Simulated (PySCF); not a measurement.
**SnTe (SMILES [Sn][Te]): levels of theory compared**

We compute a comparison of 6 runs (HF/STO-3G, HF/3-21G, BHLYP/def2-TZVPPD, TPSS/def2-TZVPPD, revPBE/def2-TZVPPD, wB97M-V/def2-TZVPPD) of SnTe. The job is set up through a Python script.

The results are computed with PySCF 2.14.0.

2 further runs of the same task are left out: 2 set aside as unsound or not needed.

## 1. The molecule

SnTe: 2 atoms, total charge 0, spin state singlet. SMILES: `[Sn][Te]`. Geometry: relaxed at PBE0-D4/def2-TZVP.

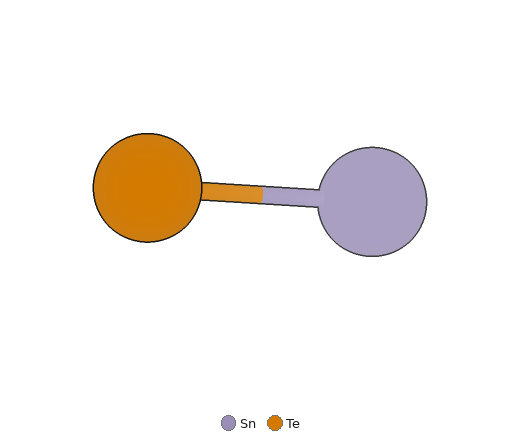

Viewed from a chosen angle; tin purple, tellurium orange.

## 2. The energy at HF/STO-3G (run 1)

input.xyz

```xyz
2

Sn     0.000000     0.000000     0.009440
Te     0.000000     0.000000     2.527330
```

calc.py

```python
# SnTe
from pyscf import gto, scf

molecule = gto.Mole()
molecule.atom = 'input.xyz'
molecule.basis = 'sto-3g'
molecule.charge = 0
molecule.max_memory = 1860
molecule.verbose = 3
molecule.build()

mf = scf.RHF(molecule)
mf.conv_tol = 1e-10
mf.kernel()
if not mf.converged:
    mf = mf.newton().run(mf.mo_coeff, mf.mo_occ)

e_tot = mf.e_tot
print('E = %.10f Eh' % e_tot)
```

On the command line:

```console
OMP_NUM_THREADS=1 python calc.py
```

The log of the run:

```text
converged SCF energy = -12510.4560388418
E = -12510.4560388418 Eh
```

Wall time 0.91 s (1 thread of Arm Neoverse V2, shared host); peak memory 0.12 GiB.

## 3. A single-point energy at HF/3-21G (run 2)

run.py

```python
# SnTe
from pyscf import gto

mol = gto.Mole()
mol.atom = '''
Sn   0.000000   0.000000   0.009440
Te   0.000000   0.000000   2.527330
'''
mol.charge = 0
mol.verbose = 3
mol.basis = '3-21g'
mol.max_memory = 1860
mol.build()

myscf = mol.RHF()
myscf.conv_tol = 1e-10
myscf.kernel()
if not myscf.converged:
    myscf = myscf.newton().run(myscf.mo_coeff, myscf.mo_occ)

energy = myscf.e_tot
print('E = %.10f Eh' % energy)
```

On the command line:

```console
OMP_NUM_THREADS=1 python run.py
```

The log of the run:

```text
converged SCF energy = -12579.0250163111
E = -12579.0250163111 Eh
```

Wall time 1 s (1 thread of Arm Neoverse V2, shared host); peak memory 0.13 GiB.

## 4. A single-point energy at BHLYP/def2-TZVPPD (core potential) (run 3)

start.xyz

```xyz
2
SnTe
Sn     0.000000     0.000000     0.009440
Te     0.000000     0.000000     2.527330
```

calc.py

```python
# SnTe
from pyscf import gto, dft

mol = gto.M(
    atom='start.xyz',
    ecp={'Sn': 'def2-svp', 'Te': 'def2-svp'},
    basis='def2-tzvppd',
    max_memory=1860,
    verbose=4,
    charge=0,
    spin=0,
)

mf = dft.RKS(mol)
mf.xc = 'bhandhlyp'
mf.conv_tol = 1e-10
mf.grids.level = 5
mf.kernel()
if not mf.converged:
    mf = mf.newton().run(mf.mo_coeff, mf.mo_occ)

e_final = mf.e_tot
print('E(%s) = %.9f' % ('BHLYP', e_final))
```

On the command line:

```console
OMP_NUM_THREADS=1 python calc.py
```

The log of the run:

```text
PySCF version 2.14.0

[... 78 lines left out ...]
converged SCF energy = -482.257038857726
E(BHLYP) = -482.257038858
```

It took 13 s on 1 thread of Arm Neoverse V2, shared host; peak memory 0.59 GiB.

Runs 4 to 5 aren't shown in full; the table further down has their settings and results.

## 5. The energy at wB97M-V/def2-TZVPPD (core potential) (run 6)

input.py

```python
from pyscf import gto, dft

mol = gto.M(
    atom='''
Sn     0.000000     0.000000     0.017839
Te     0.000000     0.000000     4.775962
''',
    verbose=3,
    basis='def2-tzvppd',
    unit='bohr',
    max_memory=1860,
    ecp={'Sn': 'def2-svp', 'Te': 'def2-svp'},
    spin=0,
)

ks = dft.RKS(mol)
ks.xc = 'wb97m-v'
ks.conv_tol = 1e-10
ks.grids.level = 5
ks.nlcgrids.level = 1
ks.kernel()
if not ks.converged:
    ks = ks.newton().run(ks.mo_coeff, ks.mo_occ)

etot = ks.e_tot
print(f'total energy: {etot:.8f} hartree')
```

On the command line:

```console
OMP_NUM_THREADS=1 python input.py
```

The log of the run:

```text
converged SCF energy = -482.304667283417
total energy: -482.30466728 hartree
```

It took 58 s on 1 thread of Arm Neoverse V2, shared host; peak memory 0.66 GiB.

## 6. Overview of the runs

```tsv
run	level	core potential	integration grid	energy (Eh)	dipole moment (D)	HOMO energy (eV)	LUMO energy (eV)	wall time
1	HF/STO-3G	–	–	-12510.456039	4.21	-5.48	3.87	0.91 s
2	HF/3-21G	–	–	-12579.025016	3.53	-8.56	-0.30	1 s
3	BHLYP/def2-TZVPPD (core potential)	def2-svp	5	-482.257039	2.78	-7.35	-1.98	13 s
4	TPSS/def2-TZVPPD (core potential)	def2-svp	5	-482.197165	2.25	-5.89	-3.21	26 s
5	revPBE/def2-TZVPPD (core potential)	def2-svp	5	-482.482009	2.21	-5.78	-3.18	13 s
6	wB97M-V/def2-TZVPPD (core potential)	def2-svp	5	-482.304667	2.80	-8.54	-1.03	58 s
```

## 7. Outcome

| quantity | value |
| --- | --- |
| run 6: total energy | -482.30467 Eh |
| run 6: dipole moment | 2.80 D |
| run 6: HOMO energy | -8.54 eV |
| run 6: LUMO energy | -1.03 eV |
| run 6: HOMO–LUMO gap | 7.51 eV |

**Reading.** The dipole moment (its size) runs from 2.21 D (revPBE/def2-TZVPPD) to 4.21 D (HF/STO-3G). The two ends differ in method and basis and core potential. The HOMO–LUMO gap runs from 2.60 eV (revPBE/def2-TZVPPD) to 9.35 eV (HF/STO-3G). Totals of different functionals can't be ranked against each other. Some runs of one species differ in core potentials or relativity; totals across that change don't compare. In run 1 the basis is minimal, so the values are rough. In runs 1, 2 relativity is left out where basis or elements ask for it. All runs together took 1.9 min, the longest 58 s.
